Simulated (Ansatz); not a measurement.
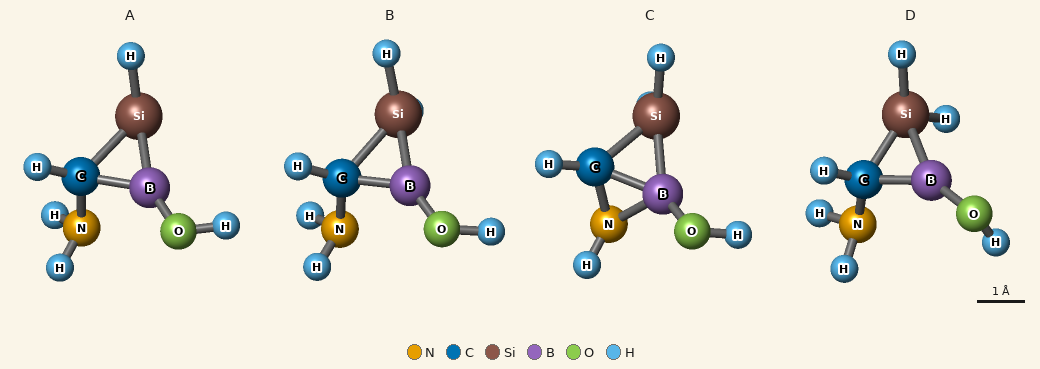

4 geometries from one relaxation of CH6BNOSi, in shuffled order. Style: ball-and-stick. Shown at a tilt.

The run prepares the start of a later molecular dynamics calculation, from a guessed geometry.

The calculation used RKS LDA/STO-3G in Ansatz 0.2.0. Set-up: no spin polarisation; force threshold 0.02 eV/Å; at most 40 steps.

Order the frames from highest to lowest energy.

D, B, A, C. They are steps 0, 4, 8, 16, at +3.164 eV, +0.713 eV, +0.489 eV relative to the last. Over 16 geometry steps the energy falls by 3.164 eV. Largest force component: 5.6 eV/Å at the start, 0.0097 eV/Å at the end. The atom that moves furthest after the best rigid fit is an H atom (0.99 Å). By element the largest moves are H 0.99 Å, O 0.68 Å, B 0.46 Å, N 0.43 Å, C 0.38 Å, Si 0.24 Å. Near-neighbour distances that change, for instance: B–N 2.491 → 1.669 Å, B–O 1.496 → 1.379 Å, C–N 1.394 → 1.510 Å, C–Si 1.752 → 1.854 Å. Among the angles between lasting bonds that change: N–C–B 112.6° → 65.4°, B–C–H 118.1° → 142.8°, Si–C–H 117.0° → 140.4°.

Limits of the set-up: STO-3G is a minimal basis, so the numbers are rough.
